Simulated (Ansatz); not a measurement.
```yaml
atoms:
  - { symbol: F, position_ang: [1.6755, 0.4846, -1.8096] }
  - { symbol: P, position_ang: [0.5737, -0.4305, 1.4548] }
  - { symbol: Sn, position_ang: [0.0116, 0.6384, -0.7942] }
  - { symbol: H, position_ang: [-1.0654, -0.4127, -1.6852] }
  - { symbol: H, position_ang: [1.3814, 0.6631, 1.8923] }
  - { symbol: H, position_ang: [-0.6097, 0.0841, 2.0722] }
```

Geometry: PBE0-D3(BJ)/def2-SVP; core potentials replace the inner electrons of Sn.

The calculation used isolated molecule in a Gaussian basis; Kohn-Sham density functional theory, functional PBE0 in Ansatz.

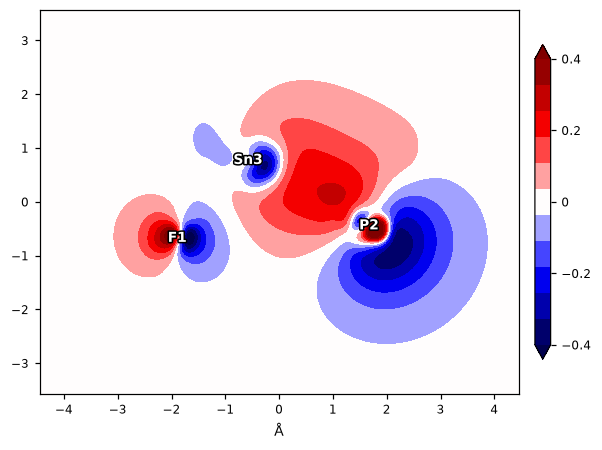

FH₃PSn (SMILES [F][SnH][PH2]) (doublet). The HOMO−1 (α) on the plane of atoms F1, Sn3 and P2 (values in Å⁻³ᐟ²; the overall sign is arbitrary).

Where does this orbital lie, and at what energy?

Its weight (Hirshfeld) is mainly on P2 (about 40 %), Sn3 (about 30 %), H4 (about 15 %) and F1 (about 10 %). Its energy is −8.58 eV.
